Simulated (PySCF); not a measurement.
**H2O3 (trioxidane): levels of theory compared**

Wanted: a comparison of 6 runs (B3LYP/STO-6G, PBE/STO-6G, SVWN5/STO-6G, CCSDT(Q)/STO-6G, QCISD(T)/STO-6G, FCI/STO-6G) of H2O3 (trioxidane). Input form: a Python script.

The results are computed with PySCF 2.14.0.

7 further runs of the same task are left out: 7 set aside as unsound or not needed.

## (1) The system as given

The species is H2O3 (5 atoms), meant as a singlet with charge 0. As SMILES, `OOO`. The O1–H4 distance was set to 2.712 Å, away from the relaxed value. At this shape a bond of the SMILES string is far longer than usual.

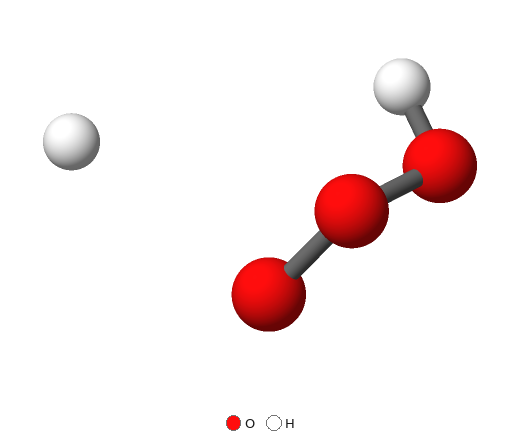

Viewed from a chosen angle; oxygen red, hydrogen white.

## (2) The energy at B3LYP/STO-6G (run 1)

input.py

```python
from pyscf import gto, dft

mol = gto.M(
    atom='''
O       -0.352552      -2.010688       0.824187
O        0.482118      -1.354298       1.740557
O        1.788858      -1.377568       1.231397
H       -1.310410       0.028200      -0.685190
H        1.855048      -0.528518       0.770327
''',
    verbose=4,
    spin=0,
    basis='sto-6g',
    max_memory=1860,
)

mf = dft.RKS(mol, xc='b3lyp')
mf.grids.level = 5
mf.conv_tol = 1e-10
mf.kernel()
if not mf.converged:
    mf = mf.newton().run(mf.mo_coeff, mf.mo_occ)

etot = mf.e_tot
print('E(%s) = %.9f' % ('B3LYP', etot))
```

Command:

```sh
$ OMP_NUM_THREADS=1 python input.py
```

The log of the run:

```text
PySCF version 2.14.0

[... 101 lines left out ...]
converged SCF energy = -225.518820201478
E(B3LYP) = -225.518820201
```

Run time: 6.9 s. Hardware: 1 thread of Arm Neoverse V1, shared host; peak memory 0.19 GiB.

## (3) The energy at PBE/STO-6G (run 2)

run.py

```python
from pyscf import gto, dft

mol = gto.Mole()
mol.atom = '''
O   -0.352552  -2.010688   0.824187
O    0.482118  -1.354298   1.740557
O    1.788858  -1.377568   1.231397
H   -1.310410   0.028200  -0.685190
H    1.855048  -0.528518   0.770327
'''
mol.max_memory = 1860
mol.spin = 0
mol.basis = 'sto-6g'
mol.verbose = 4
mol.build()

myscf = dft.RKS(mol, xc='pbe')
myscf.conv_tol = 1e-10
myscf.grids.level = 5
myscf.kernel()
if not myscf.converged:
    myscf = myscf.newton().run(myscf.mo_coeff, myscf.mo_occ)

etot = myscf.e_tot
print('Final energy', etot)
```

Command:

```sh
$ OMP_NUM_THREADS=1 python run.py
```

The log of the run:

```text
PySCF version 2.14.0

[... 97 lines left out ...]
converged SCF energy = -225.338689596709
Final energy -225.3386895967093
```

Wall time 12 s (1 thread of Arm Neoverse V1, shared host); peak memory 0.19 GiB.

Runs 3 to 5 aren't shown in full; the table further down has their settings and results.

## (4) A single-point energy at FCI/STO-6G (run 6)

geometry.xyz

```xyz
5

O     -0.352552    -2.010688     0.824187
O      0.482118    -1.354298     1.740557
O      1.788858    -1.377568     1.231397
H     -1.310410     0.028200    -0.685190
H      1.855048    -0.528518     0.770327
```

calc.py

```python
from pyscf import gto, mcscf
from pyscf import fci

system = gto.M(
    atom='geometry.xyz',
    max_memory=1860,
    basis='sto-6g',
    verbose=4,
)

calc0 = system.RHF()
calc0.conv_tol = 1e-10
calc0.kernel()
if not calc0.converged:
    calc0 = calc0.newton().run(calc0.mo_coeff, calc0.mo_occ)

cas = mcscf.CASCI(calc0, calc0.mo_coeff.shape[-1] - 3, (system.nelec[0] - 3, system.nelec[1] - 3))  # full CI above the frozen core
cas.fcisolver = fci.direct_spin0.FCI(system)  # even spin states alone
cas.kernel()
print('<S^2> = %.4f' % cas.fcisolver.spin_square(cas.ci, cas.ncas, cas.nelecas)[0])
energy = cas.e_tot
print('Final energy', energy)
```

Command:

```sh
$ OMP_NUM_THREADS=1 python calc.py
```

The log of the run:

```text
PySCF version 2.14.0

[... 71 lines left out ...]
converged SCF energy = -224.339630993351
[... 1 line left out ...]
******** <class 'pyscf.mcscf.casci.CASCI'> ********
CAS (10e+10e, 14o), ncore = 3, nvir = 0
natorb = False
canonicalization = True
sorting_mo_energy = False
******** <class 'pyscf.fci.direct_spin0.FCISolver'> ********
max. cycles = 100
conv_tol = 1e-10
davidson only = False
linear dependence = 1e-14
level shift = 0.001
max iter space = 12
nroots = 1
pspace_size = 400
spin = None
Density matrix diagonal elements [1.99311813 1.99170614 1.99178446 1.97146088 1.97163791 1.9536215
 1.96135828 1.97142323 1.96089316 1.12917398 0.90719019 0.0869706
 0.07774185 0.03191967]
CASCI converged
CASCI E = -224.756484899942  E(CI) = -92.3497793393894  S^2 = 0.0000000
<S^2> = 0.0000
Final energy -224.75648489994234
```

It took 52 s on 1 thread of Arm Neoverse V1, shared host; peak memory 0.34 GiB.

## (5) The series

```csv
run,level,integration grid,frozen core orbitals,energy (Eh),dipole moment (D) of the reference,HOMO energy (eV),LUMO energy (eV),wall time
1,B3LYP/STO-6G,5,–,-225.518820,1.60,-3.70,-2.06,6.9 s
2,PBE/STO-6G,5,–,-225.338690,1.62,-2.75,-2.17,12 s
3,SVWN5/STO-6G,5,–,-223.889653,1.67,-2.53,-1.94,5.7 s
4,CCSDT(Q)/STO-6G,–,3,-224.756915,2.01,-5.69,0.31,5.1 s
5,QCISD(T)/STO-6G,–,3,-224.759920,2.01,-5.69,0.31,1.1 s
6,FCI/STO-6G,–,3,-224.756485,2.01,-5.69,0.31,52 s
```

## (6) What came out

```
                                          quantity          value
                               run 6: total energy  -224.75648 Eh
       run 6: dipole moment (Hartree–Fock density)         2.01 D
        run 6: HOMO energy (Hartree–Fock orbitals)       -5.69 eV
        run 6: LUMO energy (Hartree–Fock orbitals)        0.31 eV
      run 6: HOMO–LUMO gap (Hartree–Fock orbitals)        6.01 eV
run 6: correlation energy (3 core orbitals frozen)     -416.9 mEh
```

What this shows: Against full CI in this basis: CCSDT(Q) -0.4 mEh; QCISD(T) -3.4 mEh. Over runs 1, 2, 3 the dipole moment (its size) runs from 1.60 D (B3LYP/STO-6G) to 1.67 D (SVWN5/STO-6G). Over runs 1, 2, 3 the HOMO–LUMO gap runs from 0.58 eV (PBE/STO-6G) to 1.63 eV (B3LYP/STO-6G). Totals of different functionals can't be ranked against each other. In runs 1, 2, 3, 4, 5, 6 the basis is minimal, so the values are rough. In runs 1, 2, 3, 5 a closed-shell determinant meets a far-stretched bond, which it describes badly. All runs together took 83 s, the longest 52 s.
